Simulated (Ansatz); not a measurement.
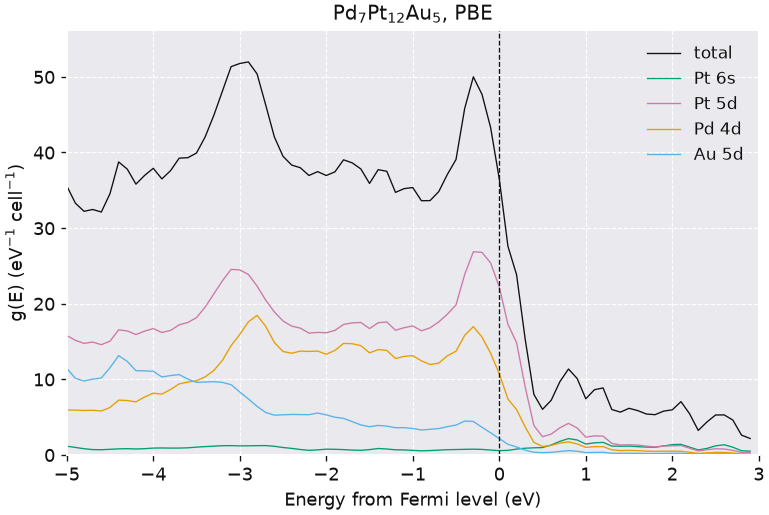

Describe the figure.

Density of states of Pd₇Pt₁₂Au₅ (amorphous cell), 24 atoms in the cell. Method: DFT PBE, scalar-relativistic, plane waves, PAW, no spin polarisation, 3×3×4 k mesh, 420 eV cutoff (Ansatz). Energies are counted from the Fermi level. The partial curves are projected on Löwdin-orthogonalised atomic shells; they sum to less than the total at higher energies, where shells without a projector contribute.

It is a metal. The density of states at the Fermi level isn't well fixed here: it changes fast, and within 0.3 eV it runs from 15 to 50 per eV and cell. Over the range shown, the centre of the Pd 4d weight lies 2.0 eV below the Fermi level, and about 95 % of the shell is filled.

The k mesh is coarse for this system. Spin-orbit coupling is left out, which matters for Au and Pt. The run has no spin polarisation, and a density of states this high at the Fermi level may favour a magnetic state.
